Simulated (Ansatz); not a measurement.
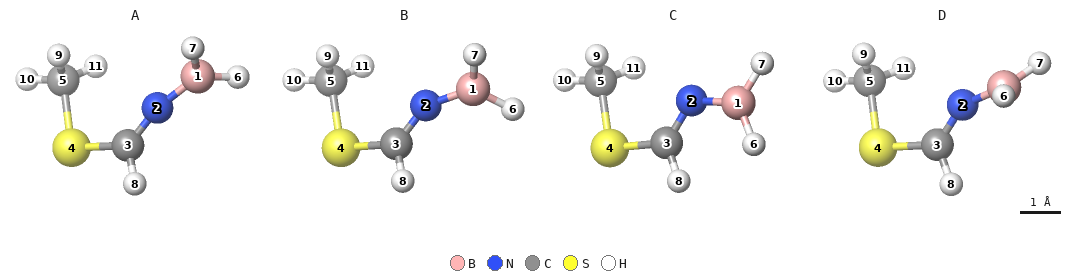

4 geometries from a converged minimum-energy path of C2H6BNS, shuffled. Style: ball-and-stick. Shown at a tilt.

Level of theory: RKS BHLYP-D4/def2-SVP in Ansatz. Set-up: 7 movable images; climbing image; force threshold 0.03 eV/Å; iteration limit 60; starting path by image-dependent pair potential.

Q: Which of them lies highest in energy?

A: C. In order along the path, whose images run from 0 to 8: D (image 2, +26.4 kJ/mol), C (image 4, +52.4 kJ/mol), B (image 6, +24.8 kJ/mol), A (image 7, +5.2 kJ/mol). The motion is a rotation about the B1–N2 bond by about 175°, with a turn of about 355° about N2–C3. No bond forms or breaks between the ends. Bond angles that change up to the highest image, for instance: B1–N2–C3 179.0° → 117.9°.
